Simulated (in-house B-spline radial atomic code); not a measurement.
# Ru¹¹⁺: density, ELF and screening along the radius

How do the shells of Ru¹¹⁺ show in real space, and how much do the settings move them?

Method: several methods, spin-polarised, as named in each step; spherical all-electron atom at the radial basis limit. Code: in-house B-spline radial atomic code version 1.

## Step 1: What is computed

| Item | Value |
| --- | --- |
| element | ruthenium (Z = 44) |
| charge | +11 |
| electrons | 33 |
| configuration | [Ar] 3d10 4s2 4p3 |
| nucleus | point (non-relativistic runs) or finite (X2C runs) |

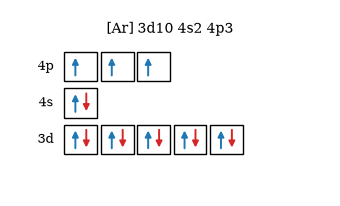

Occupation of the outer shells (arrows by Hund's rule).

Where spins are not typed, each open shell is filled with up spins first.

## Step 2: LDA (VWN5), non-rel.

Input settings:

```ini
Z = 44
electrons = 33.0
configuration = [Ar] 3d10 4s2 4p3
hamiltonian = nr
method = lda,vwn
spin_polarised = True
```

Launch:

```bash
python run_scf.py task.json out
```

The settings of every run stand in task.json; they run in order.

From the run's result record (rounded, not every field):

```text
{
  "status": "converged",
  "scf [iteration, energy, orbital gradient]": [
    [1, -4372.6033673, 1.6],
    [2, -4393.62115267, 0.949],
    [3, -4400.1043068, 0.254],
    [4, -4400.60420234, 0.0656],
    [5, -4400.62840951, 0.0327],
    [6, -4400.63756045, 0.000913],
    [7, -4400.6375671, 1.71e-05],
    [8, -4400.63756711, 5.13e-07],
    [9, -4400.63756711, 2.94e-08]
  ],
  "energy [hartree]": {"total": -4400.63756711, "kinetic": 4398.13383777, "nuclear": -10209.5029118, "coulomb": 1529.90850273, "xc": -119.1769958},
  "orbitals [hartree, bohr; first row names the columns]": [
    ["name", "occ", "eps", "<r>", "<r^2>", "<1/r>", "r_max", "density_at_nucleus", "spin_orbit_zeta"],
    ["1s up", 1.0, -791.22473, 0.034663, 0.0016077, 43.439, 0.022934, 26425.0, "-"],
    ["1s down", 1.0, -791.19368, 0.034663, 0.0016076, 43.439, 0.022934, 26426.0, "-"],
    ["2s up", 1.0, -118.76536, 0.15098, 0.026787, 9.8317, 0.12783, 2697.6, "-"],
    ["2s down", 1.0, -118.74447, 0.15098, 0.026784, 9.8317, 0.12783, 2697.5, "-"],
    ["2p up", 3.0, -110.5857, 0.12915, 0.020312, 9.8356, 0.10031, "-", 2.9951],
    ["2p down", 3.0, -110.55691, 0.12915, 0.020312, 9.8351, 0.10032, "-", 2.9946],
    ["3s up", 1.0, -27.328482, 0.4137, 0.19559, 3.4611, 0.37247, 492.58, "-"],
    ["3s down", 1.0, -27.290228, 0.4133, 0.19514, 3.4633, 0.3725, 492.98, "-"],
    ["3p up", 3.0, -24.115259, 0.40634, 0.19161, 3.3788, 0.3589, "-", 0.51037],
    ["3p down", 3.0, -24.073727, 0.40587, 0.19107, 3.3814, 0.35895, "-", 0.51098],
    ["3d up", 5.0, -18.193685, 0.37964, 0.17189, 3.2201, 0.29894, "-", 0.064361],
    ["3d down", 5.0, -18.152318, 0.37886, 0.17102, 3.2242, 0.29889, "-", 0.064524],
    ["4s up", 1.0, -9.7611168, 0.94723, 1.006, 1.4542, 0.89416, 111.57, "-"],
    ["4s down", 1.0, -9.5622889, 0.94813, 1.009, 1.4546, 0.89198, 111.82, "-"],
    ["4p up", 3.0, -8.6749997, 0.98419, 1.0918, 1.3819, 0.92379, "-", 0.1095]
  ],
  "sum_r [bohr^k]": {"-1": 232.0342, "1": 13.05021, "2": 8.722257},
  "density_at_nucleus [bohr^-3]": 59454.77,
  "spin_density_at_nucleus [bohr^-3]": -1.50284,
  "mass_velocity [hartree]": -300.3909,
  "darwin [hartree]": 218.8215,
  "radius_at_0.001 [bohr]": 2.125,
  "radius_enclosing_fraction [bohr]": {"0.5": 0.3192, "0.9": 0.8754, "0.99": 1.478},
  "slater [hartree]": {
    "F0(4s up,4s up)": 0.94664,
    "F0(4s up,4s down)": 0.94623,
    "F0(4s up,4p up)": 0.92828,
    "G1(4s up,4p up)": 0.63777,
    "F0(4s down,4s down)": 0.94581,
    "F0(4s down,4p up)": 0.92787,
    "F0(4p up,4p up)": 0.91129,
    "F2(4p up,4p up)": 0.48425
  }
}
```

Run time: 0.22 s. Hardware: 1 thread, shared host.

radius_at_0.001 is where the density falls to 0.001 electrons per bohr³.

Fields along the radius, from the same record (one point in 2):

| r (bohr) | 4πr²n (1/bohr) | ELF | screened charge r·V (e) | reduced gradient s | 4πr²(n↑−n↓) |
| --- | --- | --- | --- | --- | --- |
| 0.00445 | 10.00 | 0.9993 | 42.98 | 0.4143 | -0.00005 |
| 0.00650 | 17.83 | 0.9988 | 42.52 | 0.4390 | 0.0003843 |
| 0.00951 | 29.34 | 0.9975 | 41.87 | 0.4770 | 0.002603 |
| 0.0139 | 42.82 | 0.9930 | 40.96 | 0.5354 | 0.01146 |
| 0.0203 | 53.01 | 0.9695 | 39.75 | 0.6213 | 0.04145 |
| 0.0298 | 53.57 | 0.8096 | 38.15 | 0.7172 | 0.1278 |
| 0.0435 | 47.54 | 0.3874 | 36.10 | 0.6574 | 0.3095 |
| 0.0636 | 51.39 | 0.3754 | 33.48 | 0.3410 | 0.5337 |
| 0.0931 | 66.62 | 0.7143 | 30.21 | 0.3221 | 0.4864 |
| 0.136 | 62.29 | 0.6819 | 26.53 | 0.5152 | 0.04467 |
| 0.199 | 44.91 | 0.2975 | 22.57 | 0.4235 | 0.3346 |
| 0.291 | 51.93 | 0.6287 | 18.43 | 0.2347 | 1.313 |
| 0.426 | 42.07 | 0.7605 | 14.96 | 0.5422 | 0.2467 |
| 0.623 | 15.07 | 0.2558 | 12.86 | 0.8631 | 1.236 |
| 0.911 | 8.308 | 0.6208 | 11.62 | 0.6008 | 4.223 |
| 1.33 | 2.879 | 0.8283 | 11.08 | 1.666 | 1.821 |
| 1.95 | 0.1524 | 0.1431 | 11.00 | 7.153 | 0.1068 |
| 2.85 | 0.0006482 | 0.0001639 | 11.00 | 62.74 | 0.0005050 |

## Step 3: PBE, non-rel.

Input settings:

```ini
Z = 44
electrons = 33.0
configuration = [Ar] 3d10 4s2 4p3
hamiltonian = nr
method = pbe,pbe
spin_polarised = True
```

Results of the run:

```text
{
  "status": "converged",
  "scf [iteration, energy, orbital gradient]": [
    [1, -4376.75733315, 1.62],
    [2, -4398.0843488, 0.933],
    [3, -4404.40265473, 0.247],
    [4, -4404.90183893, 0.065],
    [5, -4404.9271519, 0.0321],
    [6, -4404.93631219, 0.000841],
    [7, -4404.93631809, 4.45e-05],
    [8, -4404.9363181, 1.2e-06],
    [9, -4404.9363181, 3.75e-08]
  ],
  "energy [hartree]": {"total": -4404.9363181, "kinetic": 4403.33807818, "nuclear": -10215.1151693, "coulomb": 1530.37475204, "xc": -123.533979003},
  "orbitals [hartree, bohr; first row names the columns]": [
    ["name", "occ", "eps", "<r>"],
    ["1s up", 1.0, -792.22625, 0.03463],
    ["1s down", 1.0, -792.198, 0.03463],
    ["2s up", 1.0, -118.87189, 0.15083],
    ["2s down", 1.0, -118.85578, 0.15082],
    ["2p up", 3.0, -110.61799, 0.12908],
    ["2p down", 3.0, -110.59108, 0.12909],
    ["3s up", 1.0, -27.367464, 0.41292],
    ["3s down", 1.0, -27.334127, 0.41262],
    ["3p up", 3.0, -24.128141, 0.40585],
    ["3p down", 3.0, -24.090302, 0.40547],
    ["3d up", 5.0, -18.181744, 0.37949],
    ["3d down", 5.0, -18.143327, 0.37877],
    ["4s up", 1.0, -9.7672334, 0.94769],
    ["4s down", 1.0, -9.5369249, 0.94831],
    ["4p up", 3.0, -8.6754539, 0.98515]
  ],
  "sum_r [bohr^k]": {"-1": 232.1617, "1": 13.04769, "2": 8.721142}
}
```

It took 0.08 s on 1 thread, shared host.

The record's radial tables, every 4th point:

| r (bohr) | 4πr²n (1/bohr) | ELF | screened charge r·V (e) | reduced gradient s | 4πr²(n↑−n↓) |
| --- | --- | --- | --- | --- | --- |
| 0.00445 | 10.03 | 0.9993 | 42.98 | 0.4143 | -0.00007 |
| 0.00952 | 29.43 | 0.9975 | 41.86 | 0.4773 | 0.002529 |
| 0.0204 | 53.15 | 0.9688 | 39.73 | 0.6230 | 0.04166 |
| 0.0435 | 47.52 | 0.3864 | 36.10 | 0.6579 | 0.3070 |
| 0.0931 | 66.69 | 0.7151 | 30.21 | 0.3218 | 0.4828 |
| 0.199 | 44.82 | 0.2963 | 22.56 | 0.4238 | 0.3354 |
| 0.426 | 42.13 | 0.7610 | 14.95 | 0.5432 | 0.2392 |
| 0.911 | 8.321 | 0.6235 | 11.62 | 0.5959 | 4.243 |
| 1.95 | 0.1541 | 0.1441 | 11.00 | 7.085 | 0.1079 |

## Step 4: Hartree-Fock, non-rel.

Input settings:

```ini
Z = 44
electrons = 33.0
configuration = [Ar] 3d10 4s2 4p3
hamiltonian = nr
method = hf
spin_polarised = True
```

Results of the run:

```text
{
  "status": "converged",
  "scf [iteration, energy, orbital gradient]": [
    [1, -4375.27476403, 1.64],
    [2, -4400.3389472, 0.704],
    [3, -4403.38328855, 0.235],
    [4, -4403.74311046, 0.0814],
    [5, -4403.78429534, 0.0262],
    [6, -4403.78952269, 0.000792],
    [7, -4403.78952538, 0.000142],
    [8, -4403.78952545, 7.08e-06],
    [9, -4403.78952546, 5.82e-07],
    [10, -4403.78952546, 2.04e-08]
  ],
  "energy [hartree]": {"total": -4403.78952545, "kinetic": 4403.78952345, "nuclear": -10215.6051493, "coulomb": 1530.46355572, "exact_exchange": -122.437455313},
  "orbitals [hartree, bohr; first row names the columns]": [
    ["name", "occ", "eps", "<r>"],
    ["1s up", 1.0, -803.85495, 0.034624],
    ["1s down", 1.0, -803.79584, 0.034622],
    ["2s up", 1.0, -123.41771, 0.15053],
    ["2s down", 1.0, -123.38026, 0.1505],
    ["2p up", 3.0, -114.52165, 0.12912],
    ["2p down", 3.0, -114.45398, 0.12916],
    ["3s up", 1.0, -29.428065, 0.40989],
    ["3s down", 1.0, -29.343326, 0.40973],
    ["3p up", 3.0, -25.870223, 0.40339],
    ["3p down", 3.0, -25.751019, 0.40429],
    ["3d up", 5.0, -19.360048, 0.37902],
    ["3d down", 5.0, -19.299641, 0.37834],
    ["4s up", 1.0, -10.429765, 0.95107],
    ["4s down", 1.0, -9.7873746, 0.95731],
    ["4p up", 3.0, -9.0790211, 0.99102]
  ],
  "sum_r [bohr^k]": {"-1": 232.1728, "1": 13.05599, "2": 8.747411}
}
```

It took 0.12 s on 1 thread, shared host.

Fields along the radius, from the same record (one point in 4):

| r (bohr) | 4πr²n (1/bohr) | ELF | screened charge r·V (e) | reduced gradient s | 4πr²(n↑−n↓) |
| --- | --- | --- | --- | --- | --- |
| 0.00446 | 10.06 | 0.9993 | 42.97 | 0.4141 | 0.0004089 |
| 0.00953 | 29.48 | 0.9976 | 41.86 | 0.4770 | 0.003857 |
| 0.0204 | 53.18 | 0.9691 | 39.73 | 0.6229 | 0.04300 |
| 0.0437 | 47.43 | 0.3815 | 36.07 | 0.6559 | 0.3067 |
| 0.0935 | 66.86 | 0.7190 | 30.17 | 0.3230 | 0.4809 |
| 0.200 | 44.61 | 0.2922 | 22.51 | 0.4184 | 0.3446 |
| 0.428 | 41.94 | 0.7612 | 14.92 | 0.5489 | 0.2047 |
| 0.916 | 8.202 | 0.6368 | 11.61 | 0.5945 | 4.243 |
| 1.96 | 0.1494 | 0.1393 | 11.00 | 7.216 | 0.1027 |

## Step 5: PBE0, non-rel.

Changes to the settings of step 4:

```diff
@@ -4,3 +4,3 @@
 hamiltonian = nr
-method = hf
+method = pbe0
 spin_polarised = True
```

Results of the run:

```text
{
  "status": "converged",
  "scf [iteration, energy, orbital gradient]": [
    [1, -4376.80159775, 1.62],
    [2, -4399.26226759, 0.872],
    [3, -4404.56769507, 0.241],
    [4, -4405.03985297, 0.0693],
    [5, -4405.07060742, 0.0316],
    [6, -4405.07915871, 0.000648],
    [7, -4405.07916197, 5.99e-05],
    [8, -4405.07916199, 1.9e-06],
    [9, -4405.07916199, 9.02e-08]
  ],
  "energy [hartree]": {"total": -4405.07916199, "kinetic": 4403.48079956, "nuclear": -10215.3413356, "coulomb": 1530.47115701, "exact_exchange": -30.5973322902, "xc": -93.0924506159},
  "orbitals [hartree, bohr; first row names the columns]": [
    ["name", "occ", "eps", "<r>"],
    ["1s up", 1.0, -795.13655, 0.034629],
    ["1s down", 1.0, -795.10068, 0.034628],
    ["2s up", 1.0, -120.02169, 0.15075],
    ["2s down", 1.0, -120.00041, 0.15074],
    ["2p up", 3.0, -111.60725, 0.12909],
    ["2p down", 3.0, -111.57026, 0.12911],
    ["3s up", 1.0, -27.898826, 0.4121],
    ["3s down", 1.0, -27.853289, 0.41183],
    ["3p up", 3.0, -24.579942, 0.40517],
    ["3p down", 3.0, -24.522261, 0.40515],
    ["3d up", 5.0, -18.49249, 0.37934],
    ["3d down", 5.0, -18.449172, 0.37865],
    ["4s up", 1.0, -9.9445679, 0.94832],
    ["4s down", 1.0, -9.6170196, 0.95025],
    ["4p up", 3.0, -8.7876763, 0.98633]
  ],
  "sum_r [bohr^k]": {"-1": 232.1668, "1": 13.04777, "2": 8.723267}
}
```

Run time: 0.2 s. Hardware: 1 thread, shared host.

The record's radial tables, every 4th point:

| r (bohr) | 4πr²n (1/bohr) | ELF | screened charge r·V (e) | reduced gradient s | 4πr²(n↑−n↓) |
| --- | --- | --- | --- | --- | --- |
| 0.00445 | 10.03 | 0.9993 | 42.98 | 0.4142 | 0.00005 |
| 0.00952 | 29.44 | 0.9975 | 41.86 | 0.4772 | 0.002868 |
| 0.0204 | 53.16 | 0.9689 | 39.73 | 0.6230 | 0.04202 |
| 0.0436 | 47.48 | 0.3843 | 36.09 | 0.6567 | 0.3077 |
| 0.0932 | 66.73 | 0.7161 | 30.20 | 0.3221 | 0.4827 |
| 0.199 | 44.78 | 0.2955 | 22.56 | 0.4239 | 0.3351 |
| 0.426 | 42.18 | 0.7616 | 14.95 | 0.5433 | 0.2354 |
| 0.912 | 8.297 | 0.6267 | 11.61 | 0.5948 | 4.245 |
| 1.95 | 0.1540 | 0.1439 | 11.00 | 7.100 | 0.1074 |

## Step 6: TPSS, non-rel.

Changes to the settings of step 5:

```diff
@@ -4,3 +4,3 @@
 hamiltonian = nr
-method = pbe0
+method = tpss,tpss
 spin_polarised = True
```

Results of the run:

```text
{
  "status": "converged",
  "scf [iteration, energy, orbital gradient]": [
    [1, -4405.22130738, 0.0644],
    [2, -4405.22370935, 0.00224],
    [3, -4405.22373736, 0.000672],
    [4, -4405.22373895, 0.000232],
    [5, -4405.22373904, 5.65e-05],
    [6, -4405.22373906, 1.2e-05],
    [7, -4405.22373906, 9.52e-08]
  ],
  "energy [hartree]": {"total": -4405.22373906, "kinetic": 4403.62563648, "nuclear": -10215.0698427, "coulomb": 1530.03664867, "xc": -123.816181508},
  "orbitals [hartree, bohr; first row names the columns]": [
    ["name", "occ", "eps", "<r>"],
    ["1s up", 1.0, -793.14835, 0.034616],
    ["1s down", 1.0, -793.11926, 0.034615],
    ["2s up", 1.0, -119.02864, 0.15072],
    ["2s down", 1.0, -119.0175, 0.15071],
    ["2p up", 3.0, -110.6865, 0.12907],
    ["2p down", 3.0, -110.6619, 0.12907],
    ["3s up", 1.0, -27.460111, 0.41243],
    ["3s down", 1.0, -27.430643, 0.41225],
    ["3p up", 3.0, -24.178288, 0.4057],
    ["3p down", 3.0, -24.142294, 0.40543],
    ["3d up", 5.0, -18.18451, 0.37972],
    ["3d down", 5.0, -18.145355, 0.37904],
    ["4s up", 1.0, -9.7950516, 0.94807],
    ["4s down", 1.0, -9.526862, 0.94924],
    ["4p up", 3.0, -8.6884196, 0.98555]
  ],
  "sum_r [bohr^k]": {"-1": 232.1607, "1": 13.0509, "2": 8.724146}
}
```

Run time: 0.21 s. Hardware: 1 thread, shared host.

Meta-GGA runs start from a PBE run whose iterations are not counted.

Fields along the radius, from the same record (one point in 4):

| r (bohr) | 4πr²n (1/bohr) | ELF | screened charge r·V (e) | reduced gradient s | 4πr²(n↑−n↓) |
| --- | --- | --- | --- | --- | --- |
| 0.00445 | 10.03 | 0.9993 | 42.98 | 0.4141 | 0.0001174 |
| 0.00952 | 29.45 | 0.9976 | 41.86 | 0.4771 | 0.003000 |
| 0.0204 | 53.17 | 0.9690 | 39.73 | 0.6230 | 0.04196 |
| 0.0435 | 47.50 | 0.3859 | 36.10 | 0.6585 | 0.3054 |
| 0.0931 | 66.72 | 0.7158 | 30.21 | 0.3217 | 0.4827 |
| 0.199 | 44.73 | 0.2950 | 22.57 | 0.4239 | 0.3393 |
| 0.426 | 42.13 | 0.7612 | 14.96 | 0.5437 | 0.2394 |
| 0.912 | 8.312 | 0.6279 | 11.61 | 0.5965 | 4.249 |
| 1.95 | 0.1523 | 0.1420 | 11.00 | 7.120 | 0.1058 |

## Step 7: Results

| run | total energy (hartree) | highest level (eV) | radius holding 50 / 90 / 99 % (bohr) | radius at n = 0.001 (bohr) | ELF minima on the full grid (bohr) |
| --- | --- | --- | --- | --- | --- |
| LDA (VWN5), non-rel. | -4400.6376 | -236.06 | 0.319 / 0.875 / 1.48 | 2.12 | 0.053, 0.20, 0.75 |
| PBE, non-rel. | -4404.9363 | -236.07 | 0.319 / 0.876 / 1.48 | 2.13 | 0.053, 0.20, 0.75 |
| Hartree-Fock, non-rel. | -4403.7895 | -247.05 | 0.319 / 0.878 / 1.48 | 2.13 | 0.053, 0.20, 0.76 |
| PBE0, non-rel. | -4405.0792 | -239.12 | 0.319 / 0.876 / 1.48 | 2.13 | 0.053, 0.20, 0.75 |
| TPSS, non-rel. | -4405.2237 | -236.42 | 0.319 / 0.876 / 1.48 | 2.13 | 0.053, 0.20, 0.75 |

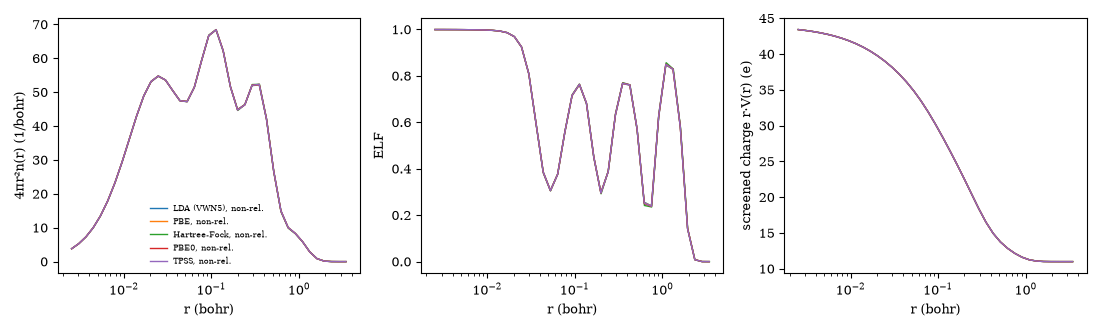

Radial density, ELF and screened nuclear charge of all runs.

What this shows: In the first run ELF has 3 minima on the grid, which mark the borders between shells. On the record's full grid the screened charge (r times the electrostatic potential) falls from 43.9 near the nucleus to 11.00 at 3.4 bohr; far out it tends to the net charge, 11. The grid is coarse (about 21 % a step), so the places of minima are rough.

Members of this set that are not shown: 2 used exact exchange with fractional occupations of an open shell, which is unsound here.
